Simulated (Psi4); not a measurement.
# CHClGaNO (SMILES O=C=[N][GaH][Cl]) at M06-2X/6-31G(d) (spherical functions)

Aim: the vertical ionisation energy of CHClGaNO at M06-2X/6-31G* (spherical functions), from 2 runs. 

The calculation is run with Psi4 1.11.

2 further runs of the same task are left out: 2 set aside as unsound or not needed. Runs told in other sessions of the task aren't counted.

## Step 1: Starting point

CHClGaNO has 6 atoms, charge 0, and is taken as a singlet. SMILES: `O=C=[N][GaH][Cl]`. The coordinates come from a PBE0-D4/def2-TZVP relaxation. This is one conformer, not always the lowest.

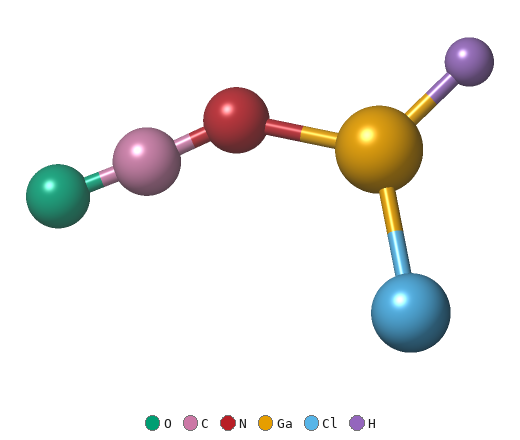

The structure, seen from a chosen angle (oxygen teal, carbon pink, nitrogen red, gallium amber, chlorine blue, hydrogen purple).

## Step 2: A single-point energy at M06-2X/6-31G(d) (spherical functions)

The input, calc.py:

```python
import psi4

psi4.set_memory('2200 MB')
psi4.set_num_threads(1)
psi4.set_output_file('output.dat', False)

geom = psi4.geometry("""
0 1
O     -0.700200    -2.626600    -0.696700
C     -0.691800    -1.486000    -0.467600
N     -0.756800    -0.304700    -0.247900
Ga     0.248500     1.124400     0.275700
Cl     2.297400     0.694600     0.677800
H     -0.354900     2.534400     0.412700
symmetry c1
no_reorient
no_com
""")

psi4.set_options(dict(puream=True, e_convergence=1e-09, d_convergence=1e-08, scf_type='pk', dft_radial_points=99, dft_spherical_points=590))

energy_value, wavefunction = psi4.energy('m06-2x/6-31G*', molecule=geom, return_wfn=True)
psi4.oeprop(wavefunction, 'DIPOLE', 'WIBERG_LOWDIN_INDICES', 'QUADRUPOLE', title='M06-2X')
print('E =', round(energy_value, 9))
```

On the command line:

```console
python calc.py
```

output.dat:

```text
[...]
  Running in c1 symmetry.
[...]
  Nuclear repulsion =  378.168382856798132
[...]
  Multiplicity = 1
[...]
  Nalpha       = 35
  Nbeta        = 35
[...]
    Number of basis functions: 94
[...]
   @RKS iter   1: -2551.58744224527891   -2.10067e+00   3.06704e-02 DIIS/ADIIS
[...]
   @RKS iter  15: -2553.43120760159718   -5.45697e-12   1.82759e-09 DIIS
[...]
    Orbital Energies [Eh]
    ---------------------
    Doubly Occupied:
       1A   -374.783854     2A   -102.639635     3A    -46.700420
       4A    -41.462127     5A    -41.458949     6A    -41.458364
       7A    -19.694410     8A    -14.783524     9A    -10.697828
      10A     -9.805103    11A     -7.524878    12A     -7.521621
      13A     -7.520866    14A     -5.837380    15A     -4.112931
      16A     -4.106679    17A     -4.104326    18A     -1.237082
      19A     -1.071547    20A     -1.060115    21A     -1.055786
      22A     -1.052739    23A     -1.052334    24A     -1.022925
      25A     -0.908506    26A     -0.638004    27A     -0.587372
      28A     -0.548008    29A     -0.546148    30A     -0.487398
      31A     -0.433077    32A     -0.404440    33A     -0.391216
      34A     -0.371842    35A     -0.369621
[...]
  @RKS Final Energy: -2553.43120760159718
   => Energetics <=
    Nuclear Repulsion Energy =            378.1683828567981323
    One-Electron Energy =               -4301.0387854782784416
    Two-Electron Energy =                1428.4678895898562132
    DFT Exchange-Correlation Energy =     -59.0286945699729344
    Empirical Dispersion Energy =           0.0000000000000000
    VV10 Nonlocal Energy =                  0.0000000000000000
    Total Energy =                      -2553.4312076015971797
[...]
 Multipole Moments:
 ------------------------------------------------------------------------------------
     Multipole            Electronic (a.u.)      Nuclear  (a.u.)        Total (a.u.)
 ------------------------------------------------------------------------------------
 L = 1.  Multiply by 2.5417464519 to convert [e a0] to [Debye]
 Dipole X            :        -59.5602712           59.2512288           -0.3090423
 Dipole Y            :        -31.4814557           32.3848035            0.9033478
 Dipole Z            :        -19.4855232           19.5917356            0.1062124
 Magnitude           :                                                    0.9606380
 L = 2.  Multiply by 1.3450342976 to convert [e a0^2] to [Debye ang]
 Quadrupole XX       :       -403.7053792          366.2843199          -37.4210592
 Quadrupole XY       :       -206.2623593          204.9289320           -1.3334272
[...]
```

The script printed:

```text
E = -2553.431207602
```

Run time: 28 s. Hardware: 1 thread of Intel Xeon Platinum 8488C (Sapphire Rapids), shared host; peak memory 1.2 GiB.

## Step 3: The doublet cation

The input, chclgano.json:

```json
{
 "schema_name": "qcschema_input",
 "schema_version": 1,
 "molecule": {
  "schema_name": "qcschema_molecule",
  "schema_version": 2,
  "symbols": ["O", "C", "N", "Ga", "Cl", "H"],
  "geometry": [-1.32318623, -4.96355464, -1.31657219, -1.30731253, -2.80813302, -0.88363594, -1.43014473, -0.57579955, -0.46846311, 0.46959694, 2.12480805, 0.52099749, 4.3414568, 1.31260377, 1.28085637, -0.6706638, 4.78932189, 0.77988997],
  "molecular_charge": 1,
  "molecular_multiplicity": 2,
  "fix_symmetry": "c1",
  "fix_com": true,
  "fix_orientation": true
 },
 "driver": "energy",
 "model": {
  "method": "m06-2x",
  "basis": "6-31G*"
 },
 "keywords": {
  "reference": "uks",
  "puream": true,
  "e_convergence": 1e-09,
  "d_convergence": 1e-08,
  "scf_type": "pk",
  "dft_radial_points": 99,
  "dft_spherical_points": 590,
  "maxiter": 100,
  "scf_properties": ["QUADRUPOLE", "WIBERG_LOWDIN_INDICES", "MAYER_INDICES"]
 }
}
```

On the command line:

```console
psi4 --qcschema chclgano.json -n 1 --memory 2200MB
```

stdout:

```text
[...]
  Running in c1 symmetry.
[...]
  Nuclear repulsion =  378.168383066356114
[...]
  Multiplicity = 2
[...]
  Nalpha       = 35
  Nbeta        = 34
[...]
    Number of basis functions: 94
[...]
   @UKS iter   1: -2551.06863359891759   -1.58186e+00   3.09336e-02 DIIS/ADIIS
[...]
   @UKS iter  23: -2553.01696397595242   -3.18323e-12   8.43400e-09 DIIS
[...]
   @S^2 Observed:                7.719735936E-01
[...]
    Orbital Energies [Eh]
    ---------------------
    Alpha Occupied:
       1A   -374.994101     2A   -102.862526     3A    -46.910832
       4A    -41.672044     5A    -41.669537     6A    -41.668871
       7A    -19.996537     8A    -15.093255     9A    -10.967387
      10A    -10.025434    11A     -7.748561    12A     -7.742097
      13A     -7.740567    14A     -6.047455    15A     -4.321531
      16A     -4.317756    17A     -4.314147    18A     -1.522728
      19A     -1.347699    20A     -1.269716    21A     -1.265642
      22A     -1.263006    23A     -1.261900    24A     -1.261401
      25A     -1.124248    26A     -0.908596    27A     -0.859321
      28A     -0.832251    29A     -0.818828    30A     -0.708874
      31A     -0.676902    32A     -0.659998    33A     -0.624620
      34A     -0.603560    35A     -0.592930
[...]
  @UKS Final Energy: -2553.01696397595242
   => Energetics <=
    Nuclear Repulsion Energy =            378.1683830663561139
    One-Electron Energy =               -4284.8362727132207510
    Two-Electron Energy =                1412.4866805255578583
    DFT Exchange-Correlation Energy =     -58.8357548546453089
    Empirical Dispersion Energy =           0.0000000000000000
    VV10 Nonlocal Energy =                  0.0000000000000000
    Total Energy =                      -2553.0169639759524216
  UHF NO Occupations:
  HONO-2 :   33  A 1.9970401
  HONO-1 :   34  A 1.9928476
[...]
 Multipole Moments:
 ------------------------------------------------------------------------------------
     Multipole            Electronic (a.u.)      Nuclear  (a.u.)        Total (a.u.)
 ------------------------------------------------------------------------------------
 L = 1.  Multiply by 2.5417464519 to convert [e a0] to [Debye]
 Dipole X            :        -59.3574236           59.2512288           -0.1061948
 Dipole Y            :        -32.2659163           32.3848034            0.1188872
 Dipole Z            :        -19.6070198           19.5917355           -0.0152843
 Magnitude           :                                                    0.1601409
 L = 2.  Multiply by 1.3450342976 to convert [e a0^2] to [Debye ang]
 Quadrupole XX       :       -393.9893628          366.2843196          -27.7050432
 Quadrupole XY       :       -202.2096560          204.9289318            2.7192758
[...]
```

The result, in JSON:

```text
{
 "driver": "energy",
 "model": {
  "method": "m06-2x",
  "basis": "6-31G*"
 },
 "success": true,
 "return_result": -2553.0169639759524,
 "properties": {
  "calcinfo_nbasis": 94,
  "calcinfo_nmo": 94,
  "calcinfo_nalpha": 35,
  "calcinfo_nbeta": 34,
  "calcinfo_natom": 6,
  "nuclear_repulsion_energy": 378.1683830663561,
  "return_energy": -2553.0169639759524,
  "scf_one_electron_energy": -4284.836272713221,
  "scf_two_electron_energy": 1412.4866805255579,
  "scf_xc_energy": -58.83575485464531,
  "scf_dipole_moment": [-0.10619483704789445, 0.11888718751221461, -0.01528426263994831],
  "scf_total_energy": -2553.0169639759524,
  "scf_iterations": 23
 }
}
```

It took 56 s on 1 thread of Intel Xeon Platinum 8488C (Sapphire Rapids), shared host; peak memory 1.2 GiB.

## Step 4: What came out

At M06-2X/6-31G* (spherical functions):

| quantity | value |
| --- | --- |
| singlet CHClGaNO: total energy | -2553.43121 Eh |
| singlet CHClGaNO: dipole moment | 2.44 D |
| singlet CHClGaNO: HOMO energy | -10.06 eV |
| singlet CHClGaNO: LUMO energy | -1.32 eV |
| singlet CHClGaNO: HOMO–LUMO gap | 8.74 eV |
| doublet cation: total energy | -2553.01696 Eh |
| doublet cation: HOMO energy (highest over α and β) | -15.60 eV |
| doublet cation: LUMO energy (lowest over α and β) | -12.50 eV |
| doublet cation: ⟨S²⟩ | 0.772 |
| vertical ionisation energy (to the doublet cation) | 11.272 eV |

**Reading.** The vertical ionisation energy comes to 11.27 eV (260 kcal/mol). −ε(HOMO) before ionisation, 10.06 eV, is 1.21 eV below this ionisation energy. With no_com the log's rotational constants are taken about the origin, not the centre of mass, so they aren't the molecule's.
